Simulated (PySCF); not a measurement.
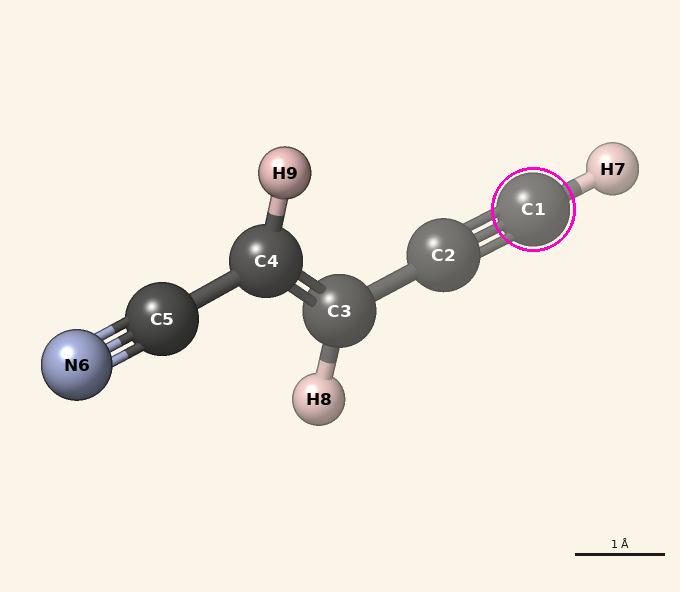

Orthographic view. Depth is shown by fading: the farther an atom, the more it takes the colour of the background. The computed structure is the end point of a PBE0-D3(BJ)/def2-SVP optimisation. No frequency run is at hand to confirm it as a minimum.

Which atoms are bonded to the circled atom?

Answer. The circled atom is C1; it is bonded to C2, H7.

What is the shortest path along bonds from the circled atom to N6?

Answer. C1–C2–C3–C4–C5–N6, 5 bonds; through space the two are 6.06 Å apart.

Which two atoms are farthest apart in space?

Answer. N6 and H7, 7.13 Å.

Of C3 and C4, which is nearer the viewer?

Answer. C4; the bond to C3 points away from the viewer, so it looks shorter than its 1.35 Å.
